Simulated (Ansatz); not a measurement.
PtSe2: response to strain

The parent structure is PtSe$_{2}$ in the CdI2 type structure (space group P-3m1, No. 164; layered; relaxed with 0.1 eV smearing).

```yaml
crystal:
  lattice:
    - [3.77223, 0.00000, 0.00000]
    - [-1.88611, 3.26684, 0.00000]
    - [0.00000, 0.00000, 4.82116]
  atoms:
    - { symbol: Pt, position: [0.00000, 0.00000, 0.00000] }
    - { symbol: Se, position: [0.66667, 0.33333, 0.26550] }
    - { symbol: Se, position: [0.33333, 0.66667, 0.73450] }
```

Cartesian axes are those of the cell as printed.

Strains are applied to the cell and any free atomic positions relax; under biaxial strain the out-of-plane vector relaxes too.

Computed with PBE-D3(BJ)/PAW in Ansatz (a first-principles code), spin-orbit coupling left out.

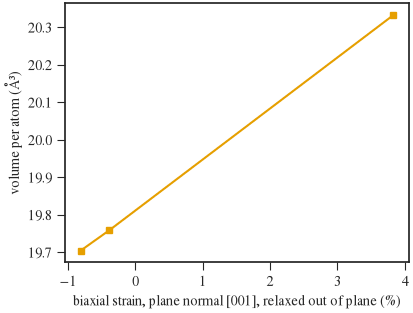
Figure. Volume per atom against biaxial strain, plane normal [001], relaxed out of plane

| biaxial strain, plane normal [001], relaxed out of plane (%) | volume per atom |
|---|---|
| -0.81 | 19.70 Å³ |
| -0.39 | 19.76 Å³ |
| 3.83 | 20.33 Å³ |

No phonon test of stability was made. All final runs are without spin polarisation.
